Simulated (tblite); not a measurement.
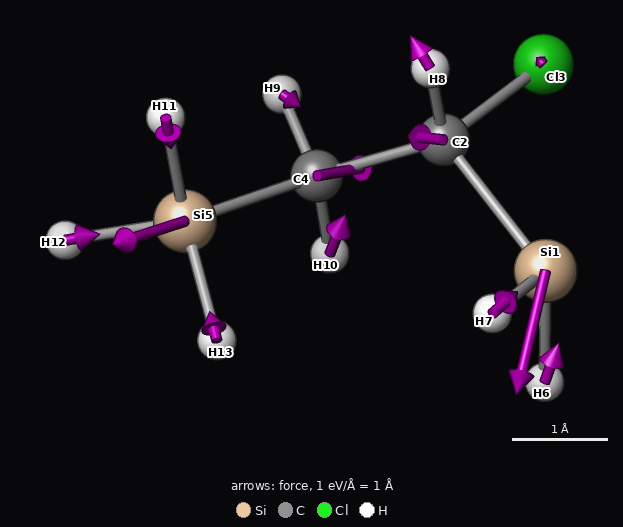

Starting geometry of C$_{2}$H$_{8}$ClSi$_{2}$ (multiplicity 2) with the computed forces as purple arrows. The picture is a ball-and-stick view, seen from a free direction.

Level of theory: GFN2-xTB geometry optimisation, gas phase (tblite 0.8.0). 

Q: What follows when this structure is relaxed?

A: It isn't relaxed: the largest force vector, on Si1, is 1.40 eV/Å. The final displacements have little in common with the starting forces (cosine between the two patterns 0.21). The energy falls by 0.132 eV in 85 geometry steps. The largest move after the best rigid fit is that of H6, 0.28 Å. Largest moves by element: H 0.28 Å, Si 0.15 Å, Cl 0.12 Å, C 0.05 Å. Among the contacts that change: C4–Si5 1.864 → 1.904 Å, Si1–H6 1.488 → 1.455 Å, Si1–C2 1.878 → 1.906 Å, C4–H10 1.111 → 1.092 Å. Bond angles that change, for instance: H6–Si1–H7 107.5° → 115.5°, Si1–C2–H8 108.8° → 112.4°, C2–C4–Si5 116.8° → 114.1°. Cost: 0.45 s on 1 thread of Arm Neoverse V2, on a shared host.
